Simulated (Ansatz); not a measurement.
# GaNH₂ (singlet): PBE, r2SCAN, PBE0, B3LYP, wB97M-V, B2PLYP, RPA-PBE over vertical spin and charge gaps, cc-pVTZ

Aim: run GaNH₂ (singlet) with these functionals over vertical spin and charge gaps, and hold them against the top wave-function level at the same points.

Computed with Ansatz 0.2.0, Gaussian basis. Level: cc-pVTZ, all electrons in the functionals, frozen cores in the correlation of double hybrids and RPA.

To be run: PBE, r2SCAN, PBE0, B3LYP, wB97M-V, B2PLYP, RPA-PBE, at charge 0, singlet; charge 0, triplet; charge 1, doublet.

7 further runs of the same task are left out: 4 for a known fault of the program, 3 set aside as unsound or not needed.

## (1) The system

The geometry is a PBE0/def2-TZVP stationary point (not a proven minimum). No spin-orbit coupling is included. The filled d shell of Ga may be among the frozen orbitals whatever the setting's name suggests; the logs give the count.

4 atoms, charge 0, spin multiplicity 1.

Atoms are counted from 1 here; the program's logs count them from 0.

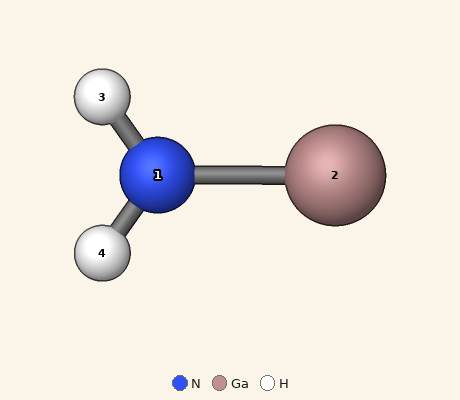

The geometry (nitrogen blue, gallium pink, hydrogen white); atoms are numbered from 1 in the order of the file.

No dispersion term is added; wB97M-V holds VV10 nonlocal correlation. B3LYP takes the VWN-RPA correlation.

The geometry shown and the zero of energy belong to the point charge 0, singlet. The yardstick, RCCSDT(Q), and other wave-function levels (R restricted, U unrestricted, valence and pair active spaces) come from earlier runs.

## (2) PBE, charge 0, singlet

Contents of in.yaml:

```yaml
crystal:
  periodic: [false, false, false]
  atoms:
    - {symbol: N, position_ang: [0.000000, 0.000000, 1.506801]}
    - {symbol: Ga, position_ang: [0.000000, 0.000000, -0.363134]}
    - {symbol: H, position_ang: [0.000000, 0.825767, 2.090162]}
    - {symbol: H, position_ang: [0.000000, -0.825767, 2.090162]}
basis:
  gaussian: {orbitals: cc-pVTZ}
hamiltonian: {xc: {name: PBE}}
output: {orbitals: {seedname: orbitals}}
```

Launch:

```sh
ansatz run in.yaml --threads 1 --pin off --events-out ev --progress --plain --max-ram 4096MiB --backend cpu
```

The log of the run:

```text
Functional definition: PBE
  name "PBE"
  cite "Perdew, Burke & Ernzerhof, Phys. Rev. Lett. 77, 3865 (1996) doi:10.1103/PhysRevLett.77.3865"
  parent pbe
  parameter kappa = 0.804
  parameter beta = 0.06672455060314922
  exchange = pbe_x(kappa = kappa, mu = beta*pi^2/3)
  correlation = pbe_c(beta = beta)
658 factors; their error is unknown
mean field evaluation 1: about -53881.0155 eV, gradient 7.9e1 eV
mean field evaluation 2: about -53802.5021 eV, gradient 1.6e2 eV
mean field evaluation 4: about -53892.2913 eV, gradient 1.1e1 eV
mean field evaluation 8: about -53892.7427 eV, gradient 6.0e-2 eV
mean field evaluation 16: about -53892.7328 eV, gradient 1.9e-5 eV
mean field -53892.73280405 eV, -1980.5214007424 hartree, gradient 1.9e-5 eV, S^2 0.000000; 0 other end points of the search recorded, 0 dependent functions left out
reference -53892.73283498 eV, -1980.5214018791 hartree; 20, 20 occupied and 81, 81 virtual orbitals, 658 factors
Total energy: -53892.73283498 eV, -1980.5214018791 hartree
```

Wall time 1.1 s (1 thread of AMD EPYC 7R13, shared host).

## (3) PBE, charge 0, triplet

Changes to in.yaml since step 2:

```diff
@@ -9,2 +9,3 @@
   gaussian: {orbitals: cc-pVTZ}
+magnetization: {spin_polarized: true, initial_magnetization: 2}
 hamiltonian: {xc: {name: PBE}}
```

Launch:

```sh
ansatz run in.yaml --threads 2 --pin off --events-out ev --progress --plain --max-ram 24576MiB --backend cuda --devices 0, --max-vram 18GiB
```

The log of the run:

```text
Functional definition: PBE
  name "PBE"
  cite "Perdew, Burke & Ernzerhof, Phys. Rev. Lett. 77, 3865 (1996) doi:10.1103/PhysRevLett.77.3865"
  parent pbe
  parameter kappa = 0.804
  parameter beta = 0.06672455060314922
  exchange = pbe_x(kappa = kappa, mu = beta*pi^2/3)
  correlation = pbe_c(beta = beta)
658 factors; their error is unknown
mean field evaluation 1: about -53877.9311 eV, gradient 5.5e1 eV
mean field evaluation 2: about -53789.2204 eV, gradient 1.1e2 eV
mean field evaluation 4: about -53883.9139 eV, gradient 2.4e1 eV
mean field evaluation 8: about -53889.7038 eV, gradient 3.4e-1 eV
mean field evaluation 16: about -53889.6945 eV, gradient 6.9e-5 eV
mean field evaluation 32: about -53887.9427 eV, gradient 6.5e-5 eV
mean field evaluation 64: about -53888.5193 eV, gradient 1.0e1 eV
mean field -53889.69447547 eV, -1980.4097442266 hartree, gradient 7.4e-6 eV, S^2 2.004342; 12 other end points of the search recorded, 0 dependent functions left out
reference -53889.69450896 eV, -1980.4097454575 hartree; 21, 19 occupied and 80, 82 virtual orbitals, 658 factors
Total energy: -53889.69450896 eV, -1980.4097454575 hartree
```

Wall time 5.5 s (1 × H100 (card shared with other runs) with 2 threads of AMD EPYC 7R13, shared host); peak host memory 0.76 GiB.

From the report: ⟨S²⟩ of the determinant 2.004 (pure triplet: 2.00).

From charge 0, singlet: +3.038 eV.

## (4) PBE, charge 1, doublet

Changes to in.yaml since step 3:

```diff
@@ -9,3 +9,4 @@
   gaussian: {orbitals: cc-pVTZ}
-magnetization: {spin_polarized: true, initial_magnetization: 2}
+total_charge: 1
+magnetization: {spin_polarized: true, initial_magnetization: 1}
 hamiltonian: {xc: {name: PBE}}
```

Same command.

The log of the run:

```text
Functional definition: PBE
  name "PBE"
  cite "Perdew, Burke & Ernzerhof, Phys. Rev. Lett. 77, 3865 (1996) doi:10.1103/PhysRevLett.77.3865"
  parent pbe
  parameter kappa = 0.804
  parameter beta = 0.06672455060314922
  exchange = pbe_x(kappa = kappa, mu = beta*pi^2/3)
  correlation = pbe_c(beta = beta)
658 factors; their error is unknown
mean field evaluation 1: about -53853.8248 eV, gradient 8.8e1 eV
mean field evaluation 2: about -53662.6799 eV, gradient 1.3e2 eV
mean field evaluation 4: about -53880.6882 eV, gradient 2.2e1 eV
mean field evaluation 8: about -53881.5820 eV, gradient 1.6e1 eV
mean field evaluation 16: about -53883.8156 eV, gradient 6.3e-1 eV
mean field evaluation 32: about -53853.8248 eV, gradient 8.8e1 eV
mean field evaluation 64: about -53883.8110 eV, gradient 2.0e-6 eV
mean field -53883.81102588 eV, -1980.1935314423 hartree, gradient 2.0e-6 eV, S^2 0.755696; 8 other end points of the search recorded, 0 dependent functions left out
reference -53883.81106217 eV, -1980.1935327758 hartree; 20, 19 occupied and 81, 82 virtual orbitals, 658 factors
Total energy: -53883.81106217 eV, -1980.1935327758 hartree
```

Wall time 2.4 s (1 × H100 (card shared with other runs) with 2 threads of AMD EPYC 7R13, shared host); peak host memory 0.77 GiB.

From the report: ⟨S²⟩ of the determinant 0.756 (pure doublet: 0.75).

From charge 0, singlet: +8.922 eV.

## (5) r2SCAN, charge 0, singlet

Changes to in.yaml since step 4:

```diff
@@ -9,5 +9,3 @@
   gaussian: {orbitals: cc-pVTZ}
-total_charge: 1
-magnetization: {spin_polarized: true, initial_magnetization: 1}
-hamiltonian: {xc: {name: PBE}}
-output: {orbitals: {seedname: orbitals}}
+hamiltonian: {xc: {name: r2SCAN}}
+output: {forces: true}
```

Launch:

```sh
ansatz run in.yaml --threads 1 --pin off --events-out ev --progress --plain --max-ram 4096MiB --backend cpu
```

The log of the run, cut to the lines that bear on the results:

```text
Functional definition: r2SCAN
  name "r2SCAN"
  cite "Furness, Kaplan, Ning, Perdew & Sun, J. Phys. Chem. Lett. 11, 8208 (2020) doi:10.1021/acs.jpclett.0c02405"
  cite "Furness, Kaplan, Ning, Perdew & Sun, J. Phys. Chem. Lett. 11, 9248 (2020) doi:10.1021/acs.jpclett.0c03077"
  parent r2scan
[...]
658 factors; their error is unknown
[...]
mean field -53901.23170114 eV, -1980.8337294497 hartree, gradient 2.1e-5 eV, S^2 0.000000; 0 other end points of the search recorded, 0 dependent functions left out
[...]
reference -53901.23171085 eV, -1980.8337298067 hartree; 20, 20 occupied and 81, 81 virtual orbitals, 658 factors
Total energy: -53901.23171085 eV, -1980.8337298067 hartree
Atom 0 at     0.000000     0.000000     1.506801 Å, force     0.000000    -0.000000    -0.238853 eV/Å
Atom 1 at     0.000000     0.000000    -0.363134 Å, force    -0.000000    -0.000000     0.136305 eV/Å
Atom 2 at     0.000000     0.825767     2.090162 Å, force    -0.000000     0.008330     0.051274 eV/Å
Atom 3 at     0.000000    -0.825767     2.090162 Å, force    -0.000000    -0.008330     0.051274 eV/Å
Dipole moment:    -0.000000    -0.000000     0.239534 e Å
```

It took 2.5 s on 1 thread of AMD EPYC 7R13, shared host.

## (6) r2SCAN, charge 0, triplet

Changes to in.yaml since step 5:

```diff
@@ -9,2 +9,3 @@
   gaussian: {orbitals: cc-pVTZ}
+magnetization: {spin_polarized: true, initial_magnetization: 2}
 hamiltonian: {xc: {name: r2SCAN}}
```

Launch:

```sh
ansatz run in.yaml --threads 2 --pin off --events-out ev --progress --plain --max-ram 24576MiB --backend cuda --devices 0, --max-vram 18GiB
```

The log of the run, cut to the lines that bear on the results:

```text
Functional definition: r2SCAN
  name "r2SCAN"
  cite "Furness, Kaplan, Ning, Perdew & Sun, J. Phys. Chem. Lett. 11, 8208 (2020) doi:10.1021/acs.jpclett.0c02405"
  cite "Furness, Kaplan, Ning, Perdew & Sun, J. Phys. Chem. Lett. 11, 9248 (2020) doi:10.1021/acs.jpclett.0c03077"
  parent r2scan
[...]
658 factors; their error is unknown
[...]
mean field -53898.39140401 eV, -1980.7293504553 hartree, gradient 4.0e-5 eV, S^2 2.006778; 13 other end points of the search recorded, 0 dependent functions left out
[...]
reference -53898.39141893 eV, -1980.7293510038 hartree; 21, 19 occupied and 80, 82 virtual orbitals, 658 factors
Total energy: -53898.39141893 eV, -1980.7293510038 hartree
Atom 0 at     0.000000     0.000000     1.506801 Å, force     0.000000    -0.000000    -0.366540 eV/Å
Atom 1 at     0.000000     0.000000    -0.363134 Å, force    -0.000000    -0.000000     1.254490 eV/Å
Atom 2 at     0.000000     0.825767     2.090162 Å, force    -0.000000     0.119427    -0.443975 eV/Å
Atom 3 at     0.000000    -0.825767     2.090162 Å, force    -0.000000    -0.119427    -0.443975 eV/Å
Dipole moment:    -0.000000    -0.000000     0.173469 e Å
```

Run time: 7.5 s. Hardware: 1 × H100 (card shared with other runs) with 2 threads of AMD EPYC 7R13, shared host; peak host memory 0.79 GiB.

From the report: ⟨S²⟩ of the determinant 2.007 (pure triplet: 2.00).

From charge 0, singlet: +2.840 eV.

## (7) r2SCAN, charge 1, doublet

Changes to in.yaml since step 6:

```diff
@@ -9,4 +9,4 @@
   gaussian: {orbitals: cc-pVTZ}
-magnetization: {spin_polarized: true, initial_magnetization: 2}
+total_charge: 1
+magnetization: {spin_polarized: true, initial_magnetization: 1}
 hamiltonian: {xc: {name: r2SCAN}}
-output: {forces: true}
```

Same command.

The log of the run, cut to the lines that bear on the results:

```text
Functional definition: r2SCAN
  name "r2SCAN"
  cite "Furness, Kaplan, Ning, Perdew & Sun, J. Phys. Chem. Lett. 11, 8208 (2020) doi:10.1021/acs.jpclett.0c02405"
  cite "Furness, Kaplan, Ning, Perdew & Sun, J. Phys. Chem. Lett. 11, 9248 (2020) doi:10.1021/acs.jpclett.0c03077"
  parent r2scan
[...]
658 factors; their error is unknown
[...]
mean field -53892.31756158 eV, -1980.5061408631 hartree, gradient 1.4e-6 eV, S^2 0.756462; 4 other end points of the search recorded, 0 dependent functions left out
reference -53892.31757725 eV, -1980.5061414391 hartree; 20, 19 occupied and 81, 82 virtual orbitals, 658 factors
Total energy: -53892.31757725 eV, -1980.5061414391 hartree
```

Run time: 3.6 s. Hardware: 1 × H100 (card shared with other runs) with 2 threads of AMD EPYC 7R13, shared host; peak host memory 0.79 GiB.

From the report: ⟨S²⟩ of the determinant 0.756 (pure doublet: 0.75).

From charge 0, singlet: +8.914 eV.

## (8) PBE0, charge 0, singlet

Changes to in.yaml since step 7:

```diff
@@ -9,4 +9,3 @@
   gaussian: {orbitals: cc-pVTZ}
-total_charge: 1
-magnetization: {spin_polarized: true, initial_magnetization: 1}
-hamiltonian: {xc: {name: r2SCAN}}
+hamiltonian: {xc: {name: PBE0}}
+output: {forces: true, orbitals: {seedname: orbitals}}
```

Launch:

```sh
ansatz run in.yaml --threads 1 --pin off --events-out ev --progress --plain --max-ram 4096MiB --backend cpu
```

The log of the run, cut to the lines that bear on the results:

```text
Functional definition: PBE0
  name "PBE0"
  cite "Adamo & Barone, J. Chem. Phys. 110, 6158 (1999) doi:10.1063/1.478522"
  cite "Perdew, Burke & Ernzerhof, Phys. Rev. Lett. 77, 3865 (1996) doi:10.1103/PhysRevLett.77.3865"
  parent pbe
[...]
698 factors; their error is unknown
[...]
mean field -53893.79473574 eV, -1980.5604260124 hartree, gradient 1.2e-5 eV, S^2 0.000000; 0 other end points of the search recorded, 0 dependent functions left out
[...]
reference -53893.79475884 eV, -1980.5604268614 hartree; 20, 20 occupied and 81, 81 virtual orbitals, 698 factors
Total energy: -53893.79475884 eV, -1980.5604268614 hartree
Atom 0 at     0.000000     0.000000     1.506801 Å, force     0.000000     0.000000    -0.088040 eV/Å
Atom 1 at     0.000000     0.000000    -0.363134 Å, force    -0.000000     0.000000     0.090660 eV/Å
Atom 2 at     0.000000     0.825767     2.090162 Å, force    -0.000000    -0.028246    -0.001310 eV/Å
Atom 3 at     0.000000    -0.825767     2.090162 Å, force    -0.000000     0.028246    -0.001310 eV/Å
Dipole moment:    -0.000000    -0.000000     0.215701 e Å
```

Run time: 1.7 s. Hardware: 1 thread of AMD EPYC 7R13, shared host.

## (9) PBE0, charge 0, triplet

Changes to in.yaml since step 8:

```diff
@@ -9,2 +9,3 @@
   gaussian: {orbitals: cc-pVTZ}
+magnetization: {spin_polarized: true, initial_magnetization: 2}
 hamiltonian: {xc: {name: PBE0}}
```

Launch:

```sh
ansatz run in.yaml --threads 2 --pin off --events-out ev --progress --plain --max-ram 24576MiB --backend cuda --devices 0, --max-vram 18GiB
```

The log of the run, cut to the lines that bear on the results:

```text
Functional definition: PBE0
  name "PBE0"
  cite "Adamo & Barone, J. Chem. Phys. 110, 6158 (1999) doi:10.1063/1.478522"
  cite "Perdew, Burke & Ernzerhof, Phys. Rev. Lett. 77, 3865 (1996) doi:10.1103/PhysRevLett.77.3865"
  parent pbe
[...]
698 factors; their error is unknown
[...]
mean field -53890.87886690 eV, -1980.4532698089 hartree, gradient 6.5e-6 eV, S^2 2.004525; 2 other end points of the search recorded, 0 dependent functions left out
[...]
reference -53890.87889264 eV, -1980.4532707547 hartree; 21, 19 occupied and 80, 82 virtual orbitals, 698 factors
Total energy: -53890.87889264 eV, -1980.4532707547 hartree
Atom 0 at     0.000000     0.000000     1.506801 Å, force     0.000000     0.000000    -0.251437 eV/Å
Atom 1 at     0.000000     0.000000    -0.363134 Å, force    -0.000000     0.000000     1.226760 eV/Å
Atom 2 at     0.000000     0.825767     2.090162 Å, force    -0.000000     0.081690    -0.487661 eV/Å
Atom 3 at     0.000000    -0.825767     2.090162 Å, force    -0.000000    -0.081690    -0.487661 eV/Å
Dipole moment:    -0.000000    -0.000000     0.159066 e Å
```

Run time: 2.2 s. Hardware: 1 × H100 (card shared with other runs) with 2 threads of AMD EPYC 7R13, shared host; peak host memory 0.78 GiB.

From the report: ⟨S²⟩ of the determinant 2.005 (pure triplet: 2.00).

From charge 0, singlet: +2.916 eV.

## (10) PBE0, charge 1, doublet

Changes to in.yaml since step 9:

```diff
@@ -9,4 +9,5 @@
   gaussian: {orbitals: cc-pVTZ}
-magnetization: {spin_polarized: true, initial_magnetization: 2}
+total_charge: 1
+magnetization: {spin_polarized: true, initial_magnetization: 1}
 hamiltonian: {xc: {name: PBE0}}
-output: {forces: true, orbitals: {seedname: orbitals}}
+output: {orbitals: {seedname: orbitals}}
```

Launched as before.

The log of the run:

```text
Functional definition: PBE0
  name "PBE0"
  cite "Adamo & Barone, J. Chem. Phys. 110, 6158 (1999) doi:10.1063/1.478522"
  cite "Perdew, Burke & Ernzerhof, Phys. Rev. Lett. 77, 3865 (1996) doi:10.1103/PhysRevLett.77.3865"
  parent pbe
  parameter a = 0.25
  parameter kappa = 0.804
  parameter beta = 0.06672455060314922
  exchange = (1 - a)*pbe_x(kappa = kappa, mu = beta*pi^2/3) + a*exact_x
  correlation = pbe_c(beta = beta)
698 factors; their error is unknown
mean field evaluation 1: about -53862.0338 eV, gradient 7.5e1 eV
mean field evaluation 2: about -53738.8304 eV, gradient 1.3e2 eV
mean field evaluation 4: about -53884.4609 eV, gradient 7.3e0 eV
mean field evaluation 8: about -53884.6886 eV, gradient 6.7e-2 eV
mean field evaluation 16: about -53884.8877 eV, gradient 4.3e-5 eV
mean field -53884.88771303 eV, -1980.2330989653 hartree, gradient 6.8e-6 eV, S^2 0.754956; 1 other end points of the search recorded, 0 dependent functions left out
reference -53884.88774014 eV, -1980.2330999612 hartree; 20, 19 occupied and 81, 82 virtual orbitals, 698 factors
Total energy: -53884.88774014 eV, -1980.2330999612 hartree
```

It took 2.2 s on 1 × H100 (card shared with other runs) with 2 threads of AMD EPYC 7R13, shared host; peak host memory 0.78 GiB.

From the report: ⟨S²⟩ of the determinant 0.755 (pure doublet: 0.75).

From charge 0, singlet: +8.907 eV.

## (11) B3LYP, charge 0, singlet

Changes to in.yaml since step 10:

```diff
@@ -9,5 +9,2 @@
   gaussian: {orbitals: cc-pVTZ}
-total_charge: 1
-magnetization: {spin_polarized: true, initial_magnetization: 1}
-hamiltonian: {xc: {name: PBE0}}
-output: {orbitals: {seedname: orbitals}}
+hamiltonian: {xc: {name: B3LYP}}
```

Launch:

```sh
ansatz run in.yaml --threads 1 --pin off --events-out ev --progress --plain --max-ram 4096MiB --backend cpu
```

The log of the run:

```text
Functional definition: B3LYP
  name "B3LYP"
  cite "Stephens, Devlin, Chabalowski & Frisch, J. Phys. Chem. 98, 11623 (1994) doi:10.1021/j100096a001"
  cite "Becke, Phys. Rev. A 38, 3098 (1988) doi:10.1103/PhysRevA.38.3098"
  cite "Lee, Yang & Parr, Phys. Rev. B 37, 785 (1988) doi:10.1103/PhysRevB.37.785"
  cite "Vosko, Wilk & Nusair, Can. J. Phys. 58, 1200 (1980) doi:10.1139/p80-159"
  parameter a0 = 0.2
  parameter ax = 0.72
  parameter ac = 0.81
  exchange = (1 - a0 - ax)*slater_x + ax*b88_x + a0*exact_x
  correlation = (1 - ac)*vwn_rpa_c + ac*lyp_c
687 factors; their error is unknown
mean field evaluation 1: about -53894.3426 eV, gradient 7.1e1 eV
mean field evaluation 2: about -53845.8234 eV, gradient 1.3e2 eV
mean field evaluation 4: about -53903.8534 eV, gradient 3.0e0 eV
mean field evaluation 8: about -53903.8843 eV, gradient 6.0e-2 eV
mean field -53904.04078406 eV, -1980.9369613429 hartree, gradient 8.2e-5 eV, S^2 0.000000; 0 other end points of the search recorded, 0 dependent functions left out
reference -53904.04097084 eV, -1980.9369682070 hartree; 20, 20 occupied and 81, 81 virtual orbitals, 687 factors
Total energy: -53904.04097084 eV, -1980.9369682070 hartree
```

Wall time 1.4 s (1 thread of AMD EPYC 7R13, shared host).

## (12) B3LYP, charge 0, triplet

Changes to in.yaml since step 11:

```diff
@@ -9,2 +9,3 @@
   gaussian: {orbitals: cc-pVTZ}
+magnetization: {spin_polarized: true, initial_magnetization: 2}
 hamiltonian: {xc: {name: B3LYP}}
```

Launch:

```sh
ansatz run in.yaml --threads 2 --pin off --events-out ev --progress --plain --max-ram 24576MiB --backend cuda --devices 0, --max-vram 18GiB
```

The log of the run, cut to the lines that bear on the results:

```text
Functional definition: B3LYP
  name "B3LYP"
  cite "Stephens, Devlin, Chabalowski & Frisch, J. Phys. Chem. 98, 11623 (1994) doi:10.1021/j100096a001"
  cite "Becke, Phys. Rev. A 38, 3098 (1988) doi:10.1103/PhysRevA.38.3098"
  cite "Lee, Yang & Parr, Phys. Rev. B 37, 785 (1988) doi:10.1103/PhysRevB.37.785"
  cite "Vosko, Wilk & Nusair, Can. J. Phys. 58, 1200 (1980) doi:10.1139/p80-159"
[...]
687 factors; their error is unknown
[...]
mean field -53900.86243474 eV, -1980.8201591598 hartree, gradient 3.1e-5 eV, S^2 2.002701; 2 other end points of the search recorded, 0 dependent functions left out
reference -53900.86261929 eV, -1980.8201659421 hartree; 21, 19 occupied and 80, 82 virtual orbitals, 687 factors
Total energy: -53900.86261929 eV, -1980.8201659421 hartree
```

It took 4.8 s on 1 × H100 (card shared with other runs) with 2 threads of AMD EPYC 7R13, shared host; peak host memory 0.77 GiB.

From the report: ⟨S²⟩ of the determinant 2.003 (pure triplet: 2.00).

From charge 0, singlet: +3.178 eV.

## (13) B3LYP, charge 1, doublet

Changes to in.yaml since step 12:

```diff
@@ -9,3 +9,4 @@
   gaussian: {orbitals: cc-pVTZ}
-magnetization: {spin_polarized: true, initial_magnetization: 2}
+total_charge: 1
+magnetization: {spin_polarized: true, initial_magnetization: 1}
 hamiltonian: {xc: {name: B3LYP}}
```

Same command.

The log of the run, cut to the lines that bear on the results:

```text
Functional definition: B3LYP
  name "B3LYP"
  cite "Stephens, Devlin, Chabalowski & Frisch, J. Phys. Chem. 98, 11623 (1994) doi:10.1021/j100096a001"
  cite "Becke, Phys. Rev. A 38, 3098 (1988) doi:10.1103/PhysRevA.38.3098"
  cite "Lee, Yang & Parr, Phys. Rev. B 37, 785 (1988) doi:10.1103/PhysRevB.37.785"
  cite "Vosko, Wilk & Nusair, Can. J. Phys. 58, 1200 (1980) doi:10.1139/p80-159"
[...]
687 factors; their error is unknown
[...]
mean field -53894.98156251 eV, -1980.6040410916 hartree, gradient 1.8e-5 eV, S^2 0.763099; 7 other end points of the search recorded, 0 dependent functions left out
reference -53894.98175529 eV, -1980.6040481762 hartree; 20, 19 occupied and 81, 82 virtual orbitals, 687 factors
Total energy: -53894.98175529 eV, -1980.6040481762 hartree
```

Wall time 4.4 s (1 × H100 (card shared with other runs) with 2 threads of AMD EPYC 7R13, shared host); peak host memory 0.78 GiB.

From the report: ⟨S²⟩ of the determinant 0.763 (pure doublet: 0.75).

From charge 0, singlet: +9.059 eV.

(Part 1 of 2 ends here.)
